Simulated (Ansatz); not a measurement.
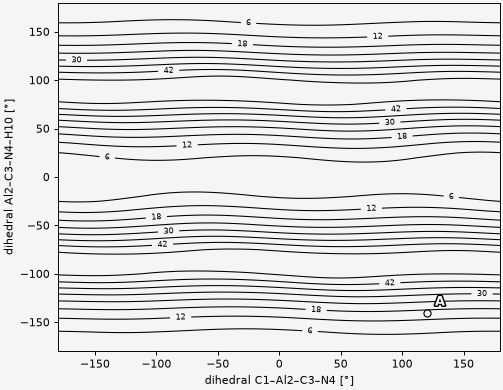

C2H6AlN, SMILES [CH3][AlH][CH]=N. First axis: dihedral C1–Al2–C3–N4. Second axis: dihedral Al2–C3–N4–H10. Nothing is relaxed (all other coordinates rigid). Grid: 18 × 18 points. Points are written as (first, second). Energies are in kcal/mol, from the lowest grid point. The dihedral twists a double bond; near 90° a spin-restricted reference is unreliable. Theory: RKS PBE-D4/def2-SVP in Ansatz.

Drawn: contour lines labelled in kcal/mol, the point A. Between grid points the surface is interpolated.

Question: Which way does the force act at A, and how strong is it?

Answer: A, at (120°, −140°), is not a stationary point. The computed force is 0.031 kcal/mol for each degree towards larger values of dihedral C1–Al2–C3–N4 and 0.64 kcal/mol for each degree towards smaller values of dihedral Al2–C3–N4–H10.
